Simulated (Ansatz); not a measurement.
H₇NP₂Si

The calculation's input:

```
basis:
  gaussian: {orbitals: def2-TZVPD}
crystal:
  periodic: [false, false, false]
  atoms:
    - {symbol: N, position_ang: [-1.260043, -1.753113, 1.692096]}
    - {symbol: P, position_ang: [0.731267, 0.640781, 0.340727]}
    - {symbol: P, position_ang: [2.350844, -0.075928, 1.745943]}
    - {symbol: Si, position_ang: [-1.000833, -0.028935, 1.691519]}
    - {symbol: H, position_ang: [-1.400954, -2.244918, 0.805852]}
    - {symbol: H, position_ang: [-0.705124, -2.324910, 2.333152]}
    - {symbol: H, position_ang: [-2.221073, 0.670295, 1.155807]}
    - {symbol: H, position_ang: [-0.760641, 0.351743, 3.127892]}
    - {symbol: H, position_ang: [0.693734, 1.987336, 0.860428]}
    - {symbol: H, position_ang: [3.177538, -0.643080, 0.708008]}
    - {symbol: H, position_ang: [1.707746, -1.351080, 1.972977]}
hamiltonian: {xc: pbe0}
output: {forces: true, orbitals: {seedname: orbitals}}
```

Command:

```sh
ansatz run input.yaml --threads 2 --pin off --max-ram 4350MiB --events-out events.jsonl --progress --plain --runs-dir runs
```

Geometry: PBE-D3(BJ)/def2-SVP.

Method: isolated molecule in a Gaussian basis; Kohn-Sham density functional theory, functional PBE0 (Ansatz).

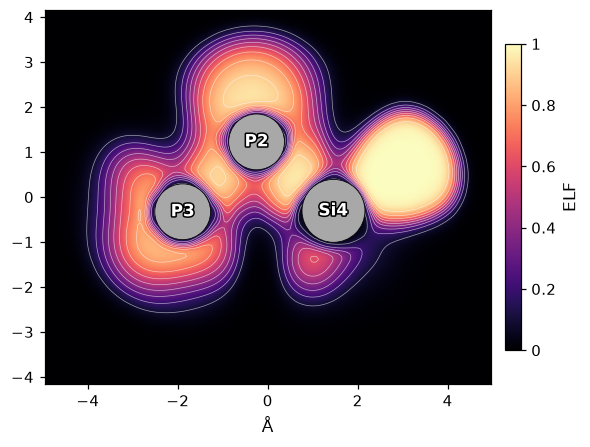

Figure 1. Electron localisation function on the plane of atoms P3, P2 and Si4. Grey discs cover the atomic cores.

### What do the fields say about this system?

- The section cuts through P and Si sites.
- P–P (2.26 Å): the ELF peaks at about 0.90 between the atoms; localised, covalent bonding.
- Si–P (2.30 Å): the ELF peaks at about 0.95 between the atoms; a shared electron pair.
- The ELF also peaks beside P3 and P2, away from the bonds: lone-pair regions.

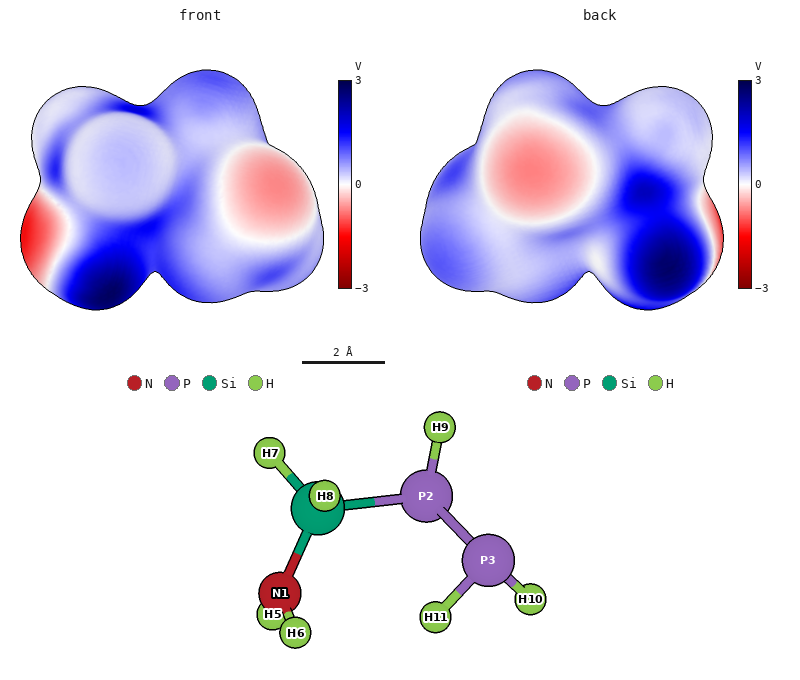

Figure 2. The electrostatic potential painted on the density surface at 0.004 e/bohr³, seen from the front and from behind; red is negative and blue positive. The bare structure is drawn below in the same view.

### Which sites attract a positive test charge, and which a negative one?

A positive charge is drawn to the negative regions and a negative charge to the positive ones. The most negative region (about −1.3 V) lies over N1, the most positive (about +2.7 V) over H5 and H6. N1 is the likeliest acceptor of a hydrogen bond.

### How polar is the molecule by this calculation?

Its dipole moment is 1.27 D.

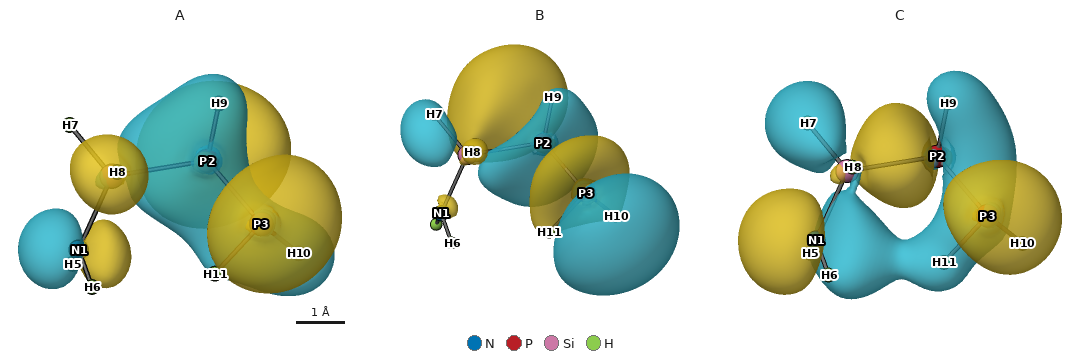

Figure 3. Three frontier orbitals at ±0.06 Å⁻³ᐟ² (yellow and cyan are the two phases), in no order.

### Which picture is the HOMO−1, the HOMO and the LUMO?

C is the HOMO−1 (−7.44 eV). By Hirshfeld shares it lies mainly on N1 (about 35 %), P2 (about 20 %), P3 (about 20 %) and Si4 (about 10 %). A is the HOMO (−6.88 eV). Its weight (Hirshfeld) is mainly on P2 (about 50 %), P3 (about 30 %) and Si4 (about 5 %). B is the LUMO (−0.51 eV). Its weight (Hirshfeld) is mainly on P3 (about 40 %), P2 (about 35 %) and Si4 (about 10 %).

### What is the HOMO–LUMO gap?

6.37 eV between the orbital energies.
